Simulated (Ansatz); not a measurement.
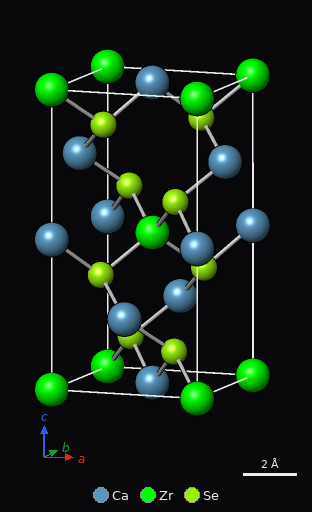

Starting structure of solid Ca₂ZrSe₄ (built on the Al2ZnS4-82 type type). The picture is a ball-and-stick view of the conventional cell (2 times the calculation's cell), seen slightly off an axis. Lengths and directions refer to the drawn axes.

Theory: DFT, PBEsol, plane waves, PAW (Ansatz 0.2.0).

The input:
```yaml
crystal:
  lattice:
    - [-2.96135504, 2.96135504, 5.78069787]
    - [2.96135504, -2.96135504, 5.78069787]
    - [2.96135504, 2.96135504, -5.78069787]
  atoms:
    - { symbol: Ca, position: [0.5, 0.5, 0.0] }
    - { symbol: Ca, position: [0.25, 0.75, 0.5] }
    - { symbol: Zr, position: [0.0, 0.0, 0.0] }
    - { symbol: Se, position: [0.12785701, 0.12738674, 0.51344322] }
    - { symbol: Se, position: [0.61394352, 0.61441379, 0.48655678] }
    - { symbol: Se, position: [0.38558621, 0.87214299, 0.99952973] }
    - { symbol: Se, position: [0.87261326, 0.38605648, 0.00047027] }
kpoints:
  mp_grid: { grid: [6, 6, 6] }
hamiltonian:
  xc: pbesol
scf:
  occupations: { method: fermi_dirac, width: 0.03 }
relax:
  f_tol: 0.01
  cell: {}
  max_steps: 120
```

Run as
```bash
ansatz run input.yaml --threads 4 --pin off --max-ram 4608MiB --backend cpu --events-out ev --progress --plain --runs-dir out
```

### Predict the outcome.

The largest moves relative to the cell, 0.29 Å, are those of Se4, Se5, Se6 and Se7. Se7 goes roughly along [−3 1 −1]. Ca and Zr stay in place. The drawn cell changes as follows: a = b 5.923 → 6.135 Å (+3.6 %), c 11.561 → 12.617 Å (+9.1 %); the volume changes by +17.1 %. Some distances before and after: Ca2–Se4 2.517 → 2.822 Å, Ca1–Se4 2.526 → 2.816 Å, Zr3–Se4 2.618 → 2.521 Å. Bond angles that change, for instance: Ca1–Se4–Ca2 110.3° → 102.6°, Se4–Zr3–Se5 110.5° → 104.4°, Se4–Ca1–Se5 107.6° → 113.5°. The space group stays I-4 (No. 82). After 7 accepted moves (8 points after the start) the energy has fallen by 325 meV per atom. The largest force component goes from 2.9 to 0.0031 eV/Å. Pressure: 7.90 GPa at the start and 0.01 GPa at the end. At 1 point the geometry stayed and the basis and grid were re-selected for the new cell (energy shift of 0.4 meV per atom at most each time).

Final geometry:

```
Ca Zr Se
1.0
    -3.06758    3.06758    6.30850
     3.06758   -3.06758    6.30850
     3.06758    3.06758   -6.30850
Ca Zr Se
2 1 4
Direct
  0.50000 0.50000 0.00000
  0.25000 0.75000 0.50000
  0.00000 0.00000 0.00000
  0.09036 0.12297 0.45809
  0.66488 0.63227 0.54191
  0.36773 0.90964 0.03261
  0.87703 0.33512 0.96739
```

After the run, drawn alike:

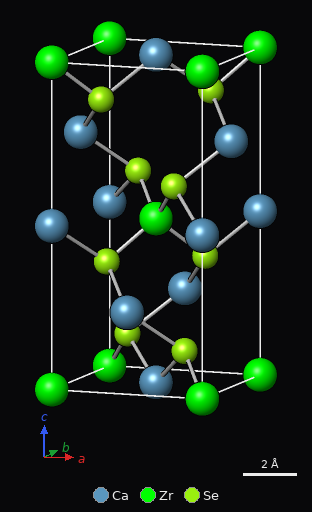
